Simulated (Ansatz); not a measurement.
# BLYP/def2-SVP (core potential) run of CH6ClInSi (SMILES [CH3][In]([SiH3])[Cl])

Aim: the vertical ionisation energy of CH6ClInSi at BLYP/def2-SVP (core potential), from 2 runs. 

The results are computed with Ansatz 0.2.0.

77 further runs of the same task are left out: 77 set aside as unsound or not needed.

## Step 1: The system as given

The species is CH6ClInSi (10 atoms), meant as a singlet with charge 0. SMILES: `[CH3][In]([SiH3])[Cl]`. The shape is that of a PBE0-D4/def2-TZVP optimisation.

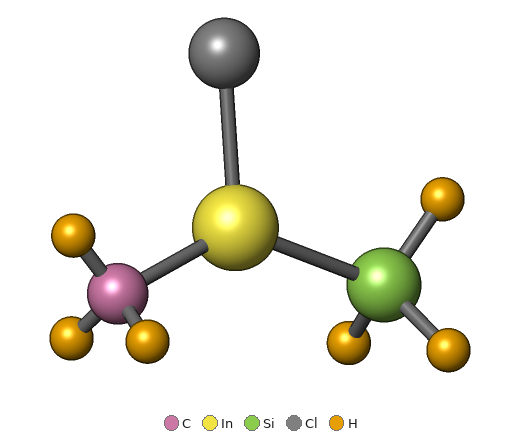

Viewed from a chosen angle; carbon pink, indium yellow, silicon green, chlorine grey, hydrogen amber.

## Step 2: A single-point energy at BLYP/def2-SVP (core potential)

job.yaml

```yaml
crystal:
  periodic: [false, false, false]
  atoms:
    - symbol: C
      position_ang: [-0.949700, 1.813700, -0.793500]
    - symbol: In
      position_ang: [-0.434700, -0.206900, -0.307800]
    - symbol: Si
      position_ang: [1.361300, -1.433300, 1.052000]
    - symbol: Cl
      position_ang: [-1.957200, -1.714200, -1.309800]
    - symbol: H
      position_ang: [-0.111400, 2.307700, -1.287300]
    - symbol: H
      position_ang: [-1.187700, 2.367500, 0.116300]
    - symbol: H
      position_ang: [-1.814900, 1.809300, -1.455300]
    - symbol: H
      position_ang: [1.201100, -2.904800, 0.939400]
    - symbol: H
      position_ang: [1.261700, -1.039600, 2.484400]
    - symbol: H
      position_ang: [2.714800, -1.050500, 0.564600]
basis:
  gaussian:
    orbitals: def2-SVP
output: {orbitals: {seedname: orbitals}}
accuracy: high
hamiltonian:
  xc: {name: BLYP}
```

On the command line:

```
$ ansatz run job.yaml --threads 1 --pin off --max-ram 2610MiB --events-out events.jsonl --progress --plain --runs-dir runs
```

Standard output:

```text
Warning: RAYON_NUM_THREADS=1 ignored (pool sized by the plan → 1); use --threads N
Functional definition: BLYP
  name "BLYP"
  parameter beta = 0.0042
  parameter a = 0.04918
  parameter b = 0.132
  parameter c = 0.2533
  parameter d = 0.349
  exchange = b88_x(beta = beta)
  correlation = lyp_c(a = a, b = b, c = c, d = d)
2450 factors; integrals over basis functions are off by at most 1.9e-8 eV
mean field evaluation 1: about -26689.9495 eV, gradient 6.2e1 eV
mean field evaluation 2: about -26664.0637 eV, gradient 1.0e2 eV
mean field evaluation 4: about -26700.1317 eV, gradient 8.6e0 eV
mean field evaluation 8: about -26700.4128 eV, gradient 2.6e-1 eV
mean field evaluation 16: about -26700.4130 eV, gradient 7.4e-6 eV
mean field -26700.41298030 eV, -981.2220788360 hartree, gradient 1.5e-8 eV, S^2 0.000000; 0 other end points of the search recorded, 0 dependent functions left out
reference -26700.41304761 eV, -981.2220813095 hartree; 32, 32 occupied and 74, 74 virtual orbitals, 2450 factors
Total energy: -26700.41304761 eV, -981.2220813095 hartree
```

Wall time 6 s (1 thread of Intel Xeon 6975P-C (Granite Rapids), shared host); peak memory 0.33 GiB.

## Step 3: The doublet cation

molecule.yaml

```yaml
crystal:
  periodic: [false, false, false]
  atoms:
    - {symbol: C, position_ang: [-0.949700, 1.813700, -0.793500]}
    - {symbol: In, position_ang: [-0.434700, -0.206900, -0.307800]}
    - {symbol: Si, position_ang: [1.361300, -1.433300, 1.052000]}
    - {symbol: Cl, position_ang: [-1.957200, -1.714200, -1.309800]}
    - {symbol: H, position_ang: [-0.111400, 2.307700, -1.287300]}
    - {symbol: H, position_ang: [-1.187700, 2.367500, 0.116300]}
    - {symbol: H, position_ang: [-1.814900, 1.809300, -1.455300]}
    - {symbol: H, position_ang: [1.201100, -2.904800, 0.939400]}
    - {symbol: H, position_ang: [1.261700, -1.039600, 2.484400]}
    - {symbol: H, position_ang: [2.714800, -1.050500, 0.564600]}
basis:
  gaussian:
    orbitals: def2-SVP
total_charge: 1
magnetization:
  spin_polarized: true
  initial_magnetization: 1
hamiltonian:
  xc: {name: BLYP}
accuracy: high
output:
  orbitals: {seedname: orbitals}
```

On the command line:

```
$ ansatz run molecule.yaml --threads 1 --pin off --max-ram 2610MiB --events-out events.jsonl --progress --plain --runs-dir runs
```

Standard output:

```text
Warning: RAYON_NUM_THREADS=1 ignored (pool sized by the plan → 1); use --threads N
Functional definition: BLYP
  name "BLYP"
  parameter beta = 0.0042
  parameter a = 0.04918
  parameter b = 0.132
  parameter c = 0.2533
  parameter d = 0.349
  exchange = b88_x(beta = beta)
  correlation = lyp_c(a = a, b = b, c = c, d = d)
2449 factors; integrals over basis functions are off by at most 1.9e-8 eV
mean field evaluation 1: about -26674.9071 eV, gradient 5.5e1 eV
mean field evaluation 2: about -26559.0734 eV, gradient 1.1e2 eV
mean field evaluation 4: about -26686.0078 eV, gradient 2.8e1 eV
mean field evaluation 8: about -26691.7882 eV, gradient 4.6e-1 eV
mean field evaluation 16: about -26691.7788 eV, gradient 1.7e-3 eV
mean field evaluation 32: about -26690.2077 eV, gradient 5.7e0 eV
mean field -26691.77878017 eV, -980.9047778337 hartree, gradient 1.6e-8 eV, S^2 0.752890; 3 other end points of the search recorded, 0 dependent functions left out
reference -26691.77884701 eV, -980.9047802902 hartree; 32, 31 occupied and 74, 75 virtual orbitals, 2449 factors
Total energy: -26691.77884701 eV, -980.9047802902 hartree
```

Wall time 11 s (1 thread of Intel Xeon 6975P-C (Granite Rapids), shared host); peak memory 0.42 GiB.

## Step 4: Outcome

Level: BLYP/def2-SVP (core potential).

| quantity | value |
| --- | --- |
| singlet CH6ClInSi: total energy | -981.22208 Eh |
| singlet CH6ClInSi: HOMO energy | -5.96 eV |
| singlet CH6ClInSi: LUMO energy | -2.29 eV |
| singlet CH6ClInSi: HOMO–LUMO gap | 3.66 eV |
| doublet cation: total energy | -980.90478 Eh |
| doublet cation: HOMO energy (highest over α and β) | -11.91 eV |
| doublet cation: LUMO energy (lowest over α and β) | -11.29 eV |
| doublet cation: ⟨S²⟩ | 0.753 |
| vertical ionisation energy (to the doublet cation) | 8.634 eV |

**Reading.** Removing an electron at fixed nuclei costs 8.63 eV (833 kJ/mol). The negative HOMO energy of the first species, 5.96 eV, lies 2.67 eV below that difference.
